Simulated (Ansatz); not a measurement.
# Ligand exchange: C2HF + B(CH3)2(SH) → C2H2S + B(CH3)2F

Species: C2HF (fluoroacetylene) `C#CF`, singlet; B(CH3)2(SH), singlet; C2H2S (ethynethiol) `C#CS`, singlet; B(CH3)2F, singlet. The partners trade F for SH: C–F and B–SH bonds give way to C–SH and B–F.

Shapes, held fixed at every level: PBE0-D4/def2-TZVP. Programs: Ansatz 0.2.0. The zero-point and thermal change to 298 K, harmonic and unscaled (PBE0-D4/def2-TZVP), is -2.2 kJ/mol.

```csv
level,kind,ΔH(298 K) (kJ/mol),less CCSD(T)/CBS estimate,CPU time (sum over the molecules)
HF/def2-TZVPP,Hartree–Fock,-172.2,-9.5,–
BHLYP-D4/def2-TZVPP,global hybrid,-164.8,-2.1,26 s
r2SCAN0-D4/def2-TZVPP,global hybrid,-159.6,+3.1,36 s
wB97M-V/def2-TZVPP,range-separated hybrid,-158.8,+3.9,80 s
wB97X-V/def2-TZVPP,range-separated hybrid,-155.9,+6.8,60 s
CCSD(T)/def2-SVP,coupled cluster or CI,-149.9,+12.8,21 s
CCSD(T)/def2-TZVPP,coupled cluster or CI,-160.8,+1.9,7.8 min
CCSD(T)/CBS estimate,coupled cluster or CI,-162.7,0.0,14 min
```

The highest level, CCSD(T)/CBS estimate, gives ΔH(298 K) = -162.7 kJ/mol; the levels span -172.2 to -149.9. The column of differences is taken from that level and isn't an error. No measured value is set beside it here. The CBS estimate extrapolates MP2 from def2-TZVPP and def2-QZVPP and adds CCSD(T) − MP2 in the triple-zeta set, cores frozen. Times are processor times on shared x86 and Arm servers, and rough.

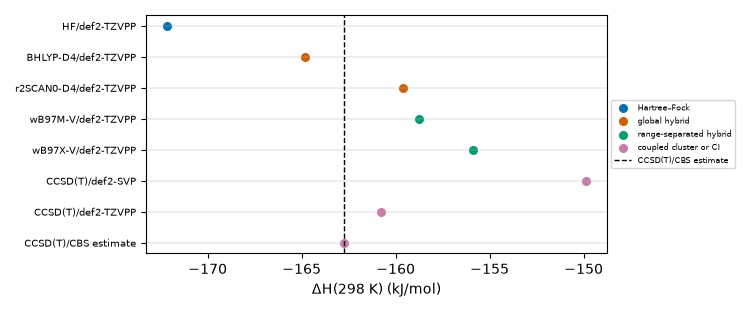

The values of the table, level by level.
